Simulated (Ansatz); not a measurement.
# InSe monolayer under uniaxial strain along a, the zigzag direction, with the width clamped, part 2 of 3

Aim: how do the optical modes of InSe monolayer shift and split under this strain?

Ansatz 0.2.0; DFT PBEsol, scalar-relativistic, plane waves, PAW; PAW set soft_1.

So far: The starting structure; Relaxation.

## Step 3: Tight relaxation

Phonons need small forces and stress, so the relaxation is finished with tight tolerances on 9×9×1 k points.

input.yaml reads:

```yaml
crystal:
  lattice:
    - [3.9962906255, 0.0, 0.0]
    - [-1.9981453128, 3.4608892026, 0.0]
    - [0.0, 0.0, 34.09996]
  atoms:
    - { symbol: In, position: [0.3333333333, 0.6666666667, 0.3632434002] }
    - { symbol: In, position: [0.3333333333, 0.6666666667, 0.2819186469] }
    - { symbol: Se, position: [0.6666666667, 0.3333333333, 0.4008638903] }
    - { symbol: Se, position: [0.6666666667, 0.3333333333, 0.2442981568] }
  periodic: [true, true, false]
kpoints:
  mp_grid: { grid: [9, 9, 1] }
hamiltonian:
  xc: pbesol
  pseudopotentials: { kind: paw, azcp: { folder: soft_1 }, xc_functional: pbe }
scf:
  occupations: { method: fixed }
output:
  forces: true
  stress: true
  eigenvalues: true
  write_density: true
  write_potential: true
  elf: true
  volumetric_format: npy
relax:
  adjacent_minimum: "off"
  f_tol: 0.001
  max_steps: 60
  cell: { stress_2d_tol: 0.002 }
```

Launch:

```sh
$ ansatz run input.yaml --threads 4 --pin off --max-ram 16384MiB --backend cpu --events-out ev --progress --plain --runs-dir out
```

Numbers of over 12 decimals in the logs are rounded to 6 here.

The program printed:

```text
[...]
Crystal: 4 atoms, lattice volume = 471.627 Å³
Basis set: ecut = 420 eV, 9281 PW (Γ), exchange–correlation on 54×54×480 points (8 copies of the dense FFT grid, shifted against one another)
Bands: 35, of which v1, the nominal top of the filled ones, is band 29 counted from 1 (28 counted from 0)
Symmetry: 12 space group operations
[...]
k-points: 12 of 81 (time reversal used)
[...]
--- Relaxed structure (3 steps of the walk, 2 accepted, 1 SCFs on fresh bases) ---
[...]
cell:  # Å, volume = 471.5787 Å³
    - [3.996086, 2.8866014999126038e-11, 0]
    - [-1.998043, 3.460712, 0]
    - [0, 0, 34.09996]
  atoms:
    - { symbol: In, position: [0.333333, 0.666667, 0.363245] }
    - { symbol: In, position: [0.333333, 0.666667, 0.281917] }
    - { symbol: Se, position: [0.666667, 0.333333, 0.400874] }
    - { symbol: Se, position: [0.666667, 0.333333, 0.244288] }
[key lines of the parts left out:]
SCF converged after 10 iterations
Free energy (F): -21901.256096 eV
Fermi energy:    -6.008432 eV
P = ½ c Tr σ = -0.0018 N/m
```

Run time: 27 s. Hardware: 4 threads of Arm Neoverse V1, shared host; peak memory 0.81 GiB.

Little changed from the start: no atom moved by 0.005 Å and no cell edge by 0.1 %.

This step gave:

| Property | Result |
| --- | --- |
| gap on the k-mesh | 1.648 eV |
| area per atom | 3.457 Å² |

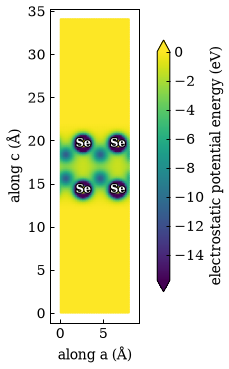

Electrostatic potential energy in the ac plane at fractional y = 0.333, with atoms of Se within 0.2 Å of it. With pseudopotentials it is smooth inside the atoms' cores, unlike the true potential.

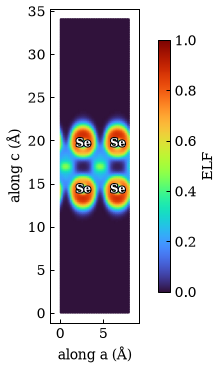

ELF in the ac plane at fractional y = 0.333, with atoms of Se within 0.2 Å of it. It is the smooth field of the valence electrons, not physical close to the nuclei.

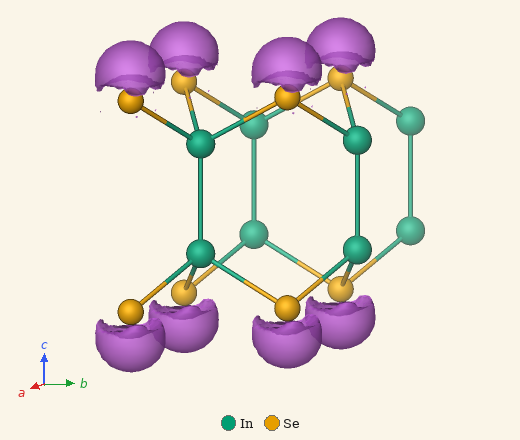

Surface of ELF = 0.8. 2×2×1 cells are drawn.

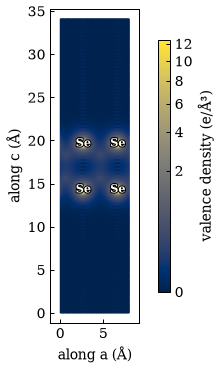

Valence density in the ac plane at fractional y = 0.333, with atoms of Se within 0.2 Å of it. It is the smooth field of the valence electrons, not physical close to the nuclei. The colour scale is stretched toward low values.

The largest force component left is 0.17 meV/Å, within the tolerances set.

## Step 4: Zone-centre response at rest

Phonons follow from the second derivative of the energy, found here by linear response.

The modes at rest are the reference of the series.

input.yaml, the sections that differ from step 3:

```yaml
crystal:
  lattice:
    - [3.9960860633, 0.0, 0.0]
    - [-1.9980430317, 3.4607120465, 0.0]
    - [0.0, 0.0, 34.09996]
  atoms:
    - { symbol: In, position: [0.3333333333, 0.6666666667, 0.3632454349] }
    - { symbol: In, position: [0.3333333333, 0.6666666667, 0.2819166122] }
    - { symbol: Se, position: [0.6666666667, 0.3333333333, 0.4008740466] }
    - { symbol: Se, position: [0.6666666667, 0.3333333333, 0.2442880005] }
  periodic: [true, true, false]
output:
  eigenvalues: true
phonons:
  method: dfpt
# kpoints, hamiltonian, scf: as in step 3
# relax: removed
```

The program printed:

```text
Warning: crystal.symmetry: narrowed to the stabiliser of the run's FFT grids — unitary ops 12 → 6. A phonons.method: dfpt run fills in the rows of the dynamical matrix that it does not solve by its symmetry operations, which is exact only for operations that map its FFT grids onto themselves: filled in by any other, the frequencies could depend on the order in which like atoms are typed, or, by more than the grids' own error, on where the crystal sits among the grids' points. Excluded: 6 operations. The run can therefore solve more perturbations, solve them on more k-points, or both, and cost more. [rest of the remark cut]
[...]
Crystal: 4 atoms, lattice volume = 471.579 Å³
Basis set: ecut = 420 eV, 9281 PW (Γ), exchange–correlation on 54×54×480 points (8 copies of the dense FFT grid, shifted against one another)
Bands: 35, of which v1, the nominal top of the filled ones, is band 29 counted from 1 (28 counted from 0)
Symmetry: 12 space group operations
k-points: 25 of 81 (irreducible under 2 space group operations, time reversal used)
[...]
SCF iter  12: F=-21901.256096 eV  HF=-21901.256096 eV  |F-HF|=5.82e-11  |Δ(HF+E_count)|=  2.00e-10  Δρ=3.76e-8  dr2=2.79e-11  ethr=1.00e-12  ⟨swp⟩=25.1  Hψ=7781  notcnv=0
SCF 1 converged in 12 iterations: F = -21901.256096 eV  dr2 = 2.79e-11
[...]
DFPT response loops at Γ: preconditioner auto → none (the input reference at scf.mixing.eps_inf says where Resta's filter doesn't serve); β = 0.50; Broyden in place of MSR1
SCF converged after 12 iterations
Free energy (F): -21901.256096 eV
[...]
Internal energy: -21901.256096 eV  (E = F + TS)
E sigma→0 (E₀):  -21901.256096 eV
Fermi energy:    -6.008434 eV
[...]
--- Band table (eV; the first three rows and the last of 25) ---
  k-point 0: bands = [... 25 lower, -6.4578, -6.3799, -6.3799, -6.0821, -4.3602, -3.1977, -0.9082 (-0.9082°), -0.9082 (-0.9082°), ... 2 higher]
  k-point 1: bands = [... 25 lower, -7.0311, -6.6141, -6.5178, -6.0172, -3.7637, -2.5826, -1.5380 (-1.5380°), -0.7853 (-0.7853°), ... 2 higher]
  k-point 2: bands = [... 25 lower, -7.7164, -6.9671, -6.8331, -6.0406, -3.2002, -2.9200, -1.2247 (-1.2247°), -1.0238 (-1.0237°), ... 2 higher]
  k-point 24: bands = [... 25 lower, -8.3352, -8.0474, -7.5462, -6.4478, -2.9674, -2.8289, -1.9095, -0.6219, ... 2 higher]
  ° read free of the cell's end (the report's vacuum.weakly_bound_levels)
--- Phonons (Γ-DFPT): 8 representative perturbations + reference, on 25 of 81 k-points (Σ response iterations 31) ---
  ASR residual: 8.274e-5 → 0.000e0 eV/Å²; symmetrization residual: 3.712e-5 eV/Å²
  The last average, over the group as it would stand without the narrowing to the FFT grids, took up to 1.361e-5 eV/Å² of the zone centre's force constants
  ASR residual per site (eV/Å²): 4.73e-5 2.55e-5 4.97e-5 8.27e-5
  Γ frequencies (cm⁻¹): 0.00 0.00 0.00 36.28 36.28 105.87 169.58 169.58 173.56 173.56 198.95 226.42
  non-analytic LO–TO correction: not included (Born effective charges unavailable; polar crystals: no LO–TO splitting at Γ)
```

Run time: 2.1 min. Hardware: 4 threads; peak memory 1.9 GiB.

This step gave:

| Item | Value |
| --- | --- |
| sum-rule residual before enforcement | 8.27e-5 eV/Å² |
| point group | -6m2 |
| highest optical mode at the zone centre (no LO-TO term) | 226.4 cm⁻¹ |
| lowest optical zone-centre mode | 36.28 cm⁻¹ |

Without the LO-TO term. Patterns of degenerate modes are one choice out of their space. Modes at Γ, with each element's share of the kinetic energy:

```tsv
mode	frequency (cm⁻¹)	symmetry	In %	Se %
1	0.0	acoustic	59	41
2	0.0	acoustic	59	41
3	0.0	acoustic	59	41
4	36.3	E''	62	38
5	36.3	E''	62	38
6	105.9	A1'	30	70
7	169.6	E''	38	62
8	169.6	E''	38	62
9	173.6	E'	41	59
10	173.6	E'	41	59
11	198.9	A2''	41	59
12	226.4	A1'	70	30
```

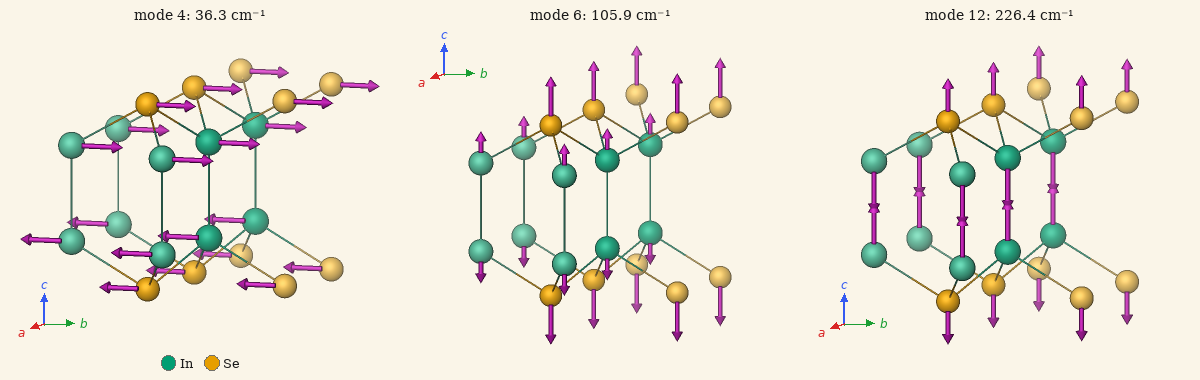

Displacement patterns of modes 4, 6 and 12 at Γ; arrows are exaggerated. 2×1×1 cells are drawn. Some periodic images of atoms are drawn too.

Before it was imposed, the acoustic sum rule was missed by 8.3e-5 eV/Å². Small misses are needed for a sound result but don't prove that mesh and cutoff are converged. The lowest optical mode is real, 36.3 cm⁻¹.

## Step 5: A member of the series: uniaxial strain of +5 % along a, the zigzag direction, with the width clamped

The cell takes a uniaxial strain of +5 % along a, the zigzag direction, with the width clamped. The cell is held, and the atoms relax in it.

input.yaml, the sections that differ from step 4:

```yaml
crystal:
  lattice:
    - [4.1958903663, 0.0, 0.0]
    - [-2.0979451832, 3.4607120465, 0.0]
    - [0.0, 0.0, 34.09996]
  atoms:
    - { symbol: In, position: [0.3309855104, 0.6619710208, 0.3633177691] }
    - { symbol: In, position: [0.3309855104, 0.6619710208, 0.281844278] }
    - { symbol: Se, position: [0.6690144896, 0.3380289792, 0.3996179227] }
    - { symbol: Se, position: [0.6690144896, 0.3380289792, 0.2455441244] }
  periodic: [true, true, false]
output:
  forces: true
  stress: true
  eigenvalues: true
relax:
  adjacent_minimum: "off"
  f_tol: 0.001
  max_steps: 60
# kpoints, hamiltonian, scf: as in step 4
# phonons: removed
```

The program printed:

```text
[...]
F+E_penalty+E_count = -21901.20259637 eV   max|allowed force component| = 3.073e-4 eV/Å
  cell:  # Å, volume = 495.1576 Å³
    - [4.1958903663, 3.031093678722905e-11, 0.0]
    - [-2.097945183175, 3.460712, 0.0]
    - [0.0, 0.0, 34.09996]
  atoms:
    - { symbol: In, position: [0.330439, 0.660879, 0.363336] }
    - { symbol: In, position: [0.330439, 0.660879, 0.281826] }
    - { symbol: Se, position: [0.669561, 0.339121, 0.399296] }
    - { symbol: Se, position: [0.669561, 0.339121, 0.245867] }
[key lines of the parts left out:]
SCF converged after 5 iterations
Free energy (F): -21901.202596 eV
Fermi energy:    -5.869862 eV
P = ½ c Tr σ = -1.5383 N/m
```

The job ended after 46 s (4 threads; peak memory 0.99 GiB).

Step by step:

```tsv
step	energy less that of the first step (eV)	largest force component (eV/Å)
1	0.0000	0.0692
2	0.0010	0.1117
3	-0.0010	0.0050
4	-0.0010	0.0003
```

Relaxation step 2 was tried and not accepted.

Forces are held to the 4 operations that the run works with; a distortion that breaks them can't arise in this run.

The atoms that moved most (Å):

```tsv
atom	dx	dy	dz	length
Se3	0.000	0.004	-0.011	0.012
Se4	0.000	0.004	0.011	0.012
```

Final coordinates:

```xyz
4
Lattice="4.1959 0.0000 0.0000 -2.0979 3.4607 0.0000 0.0000 0.0000 34.1000" Properties=species:S:1:pos:R:3
In    0.0000    2.2871   12.3897
In    0.0000    2.2871    9.6103
Se    2.0979    1.1736   13.6160
Se    2.0979    1.1736    8.3840
```

This step gave:

```
gap on the k-mesh : 1.191 eV
area per atom     : 3.63 Å²
```

The largest force component left is 0.31 meV/Å.

## Step 6: Modes of this member: uniaxial strain of +5 % along a, the zigzag direction, with the width clamped

The zone-centre modes follow for uniaxial strain of +5 % along a, the zigzag direction, with the width clamped.

input.yaml, the sections that differ from step 5:

```yaml
crystal:
  lattice:
    - [4.1958903663, 0.0, 0.0]
    - [-2.0979451832, 3.4607120465, 0.0]
    - [0.0, 0.0, 34.09996]
  atoms:
    - { symbol: In, position: [0.3304394492, 0.6608788985, 0.3633359988] }
    - { symbol: In, position: [0.3304394492, 0.6608788985, 0.2818260483] }
    - { symbol: Se, position: [0.6695605508, 0.3391211015, 0.3992955435] }
    - { symbol: Se, position: [0.6695605508, 0.3391211015, 0.2458665036] }
  periodic: [true, true, false]
output:
  eigenvalues: true
phonons:
  method: dfpt
# kpoints, hamiltonian, scf: as in step 5
# relax: removed
```

The program printed:

```text
[...]
Crystal: 4 atoms, lattice volume = 495.158 Å³
Basis set: ecut = 420 eV, 9597 PW (Γ), exchange–correlation on 60×60×480 points (8 copies of the dense FFT grid, shifted against one another)
Bands: 35, of which v1, the nominal top of the filled ones, is band 29 counted from 1 (28 counted from 0)
Symmetry: 4 space group operations
k-points: 25 of 81 (irreducible under 2 space group operations, time reversal used)
[...]
SCF iter  12: F=-21901.202596 eV  HF=-21901.202596 eV  |F-HF|=5.09e-11  |Δ(HF+E_count)|=  5.82e-11  Δρ=5.58e-8  dr2=2.79e-11  ethr=1.00e-12  ⟨swp⟩=25.1  Hψ=8093  notcnv=0
SCF 1 converged in 12 iterations: F = -21901.202596 eV  dr2 = 2.79e-11
[...]
SCF converged after 12 iterations
Free energy (F): -21901.202596 eV
[...]
Internal energy: -21901.202596 eV  (E = F + TS)
E sigma→0 (E₀):  -21901.202596 eV
Fermi energy:    -5.869841 eV
[...]
--- Band table (eV; the first three rows and the last of 25) ---
  k-point 0: bands = [... 25 lower, -6.6852, -6.5289, -6.4465, -5.9572, -4.6787, -3.5127, -1.3424 (-1.3424°), -1.0512 (-1.0512°), ... 2 higher]
  k-point 1: bands = [... 25 lower, -7.0425, -6.9410, -6.8291, -5.8698, -4.0833, -3.0125, -1.6237 (-1.6237°), -1.2027 (-1.2027°), ... 2 higher]
  k-point 2: bands = [... 25 lower, -7.5931, -7.3074, -7.1559, -5.9085, -3.5548, -3.2225, -1.3963, -1.0393 (-1.0393°), ... 2 higher]
  k-point 24: bands = [... 25 lower, -8.3135, -8.0481, -7.4586, -6.4175, -2.8456, -2.8449, -1.8720, -0.5083, ... 2 higher]
  ° read free of the cell's end (the report's vacuum.weakly_bound_levels)
[...]
ASR residual: 8.918e-5 → 0.000e0 eV/Å²; symmetrization residual: 3.110e-5 eV/Å²
[...]
ASR residual per site (eV/Å²): 3.07e-5 3.45e-5 8.92e-5 7.78e-5
[...]
```

Run time: 3 min. Hardware: 4 threads; peak memory 2 GiB; 11 min of CPU time.

Numbers from this step:

```
sum-rule residual before enforcement                    : 8.92e-5 eV/Å²
point group                                             : mm2
highest optical mode at the zone centre (no LO-TO term) : 216.7 cm⁻¹
lowest optical zone-centre mode                         : 35.51 cm⁻¹
```

Without the LO-TO term. Patterns of degenerate modes are one choice out of their space. Modes at Γ, with each element's share of the kinetic energy:

```tsv
mode	frequency (cm⁻¹)	symmetry	In %	Se %
1	0.0	acoustic	59	41
2	0.0	acoustic	59	41
3	0.0	acoustic	59	41
4	35.5	B1	62	38
5	36.8	A2	63	37
6	103.1	A1	28	72
7	161.3	A2	37	63
8	164.7	B1	38	62
9	165.9	B2	41	59
10	168.9	A1	41	59
11	187.9	B1	41	59
12	216.7	A1	72	28
```

The lowest optical mode is real, 35.5 cm⁻¹, and the highest lies at 216.7 cm⁻¹.

Between step 4 and this run (strain 5 %) the value for the highest optical mode at the zone centre (no LO-TO term) moves from 226 cm⁻¹ to 217 cm⁻¹ (-4 %).

## Step 7: Relaxation of a member: uniaxial strain of -3 % along a, the zigzag direction, with the width clamped

The cell takes a uniaxial strain of -3 % along a, the zigzag direction, with the width clamped. The cell is held, and the atoms relax in it.

input.yaml, the sections that differ from step 6:

```yaml
crystal:
  lattice:
    - [3.8762034815, 0.0, 0.0]
    - [-1.9381017408, 3.4607120465, 0.0]
    - [0.0, 0.0, 34.09996]
  atoms:
    - { symbol: In, position: [0.3346085462, 0.6692170924, 0.3632109817] }
    - { symbol: In, position: [0.3346085462, 0.6692170924, 0.2819510654] }
    - { symbol: Se, position: [0.6653914538, 0.3307829076, 0.4014860168] }
    - { symbol: Se, position: [0.6653914538, 0.3307829076, 0.2436760303] }
  periodic: [true, true, false]
output:
  forces: true
  stress: true
  eigenvalues: true
relax:
  adjacent_minimum: "off"
  f_tol: 0.001
  max_steps: 60
# kpoints, hamiltonian, scf: as in step 6
# phonons: removed
```

The program printed:

```text
[...]
Crystal: 4 atoms, lattice volume = 457.431 Å³
Basis set: ecut = 420 eV, 9061 PW (Γ), exchange–correlation on 54×54×480 points (8 copies of the dense FFT grid, shifted against one another)
Bands: 35, of which v1, the nominal top of the filled ones, is band 29 counted from 1 (28 counted from 0)
Symmetry: 4 space group operations
[...]
F+E_penalty+E_count = -21901.23373099 eV   max|allowed force component| = 1.109e-4 eV/Å
  cell:  # Å, volume = 457.4313 Å³
    - [3.8762034815, 2.8001506415015736e-11, 0.0]
    - [-1.938101740775, 3.460712, 0.0]
    - [0.0, 0.0, 34.09996]
  atoms:
    - { symbol: In, position: [0.335272, 0.670543, 0.363193] }
    - { symbol: In, position: [0.335272, 0.670543, 0.281969] }
    - { symbol: Se, position: [0.664728, 0.329457, 0.401788] }
    - { symbol: Se, position: [0.664728, 0.329457, 0.243374] }
[key lines of the parts left out:]
SCF converged after 5 iterations
Free energy (F): -21901.233731 eV
Fermi energy:    -6.074187 eV
P = ½ c Tr σ = 1.1367 N/m
```

Wall time 52 s (4 threads); peak memory 0.92 GiB.

(Continued in part 3 of 3.)

[Logs are printed without paths, hosts, clocks, repeated set-up lines and the standing remarks that a program may print on its own settings, such as how far it seeks lower states.]

[Hosts, paths, dates, database ids (printed as entryN), source tags and the programs' standing remarks are cut or masked in the printed files.]
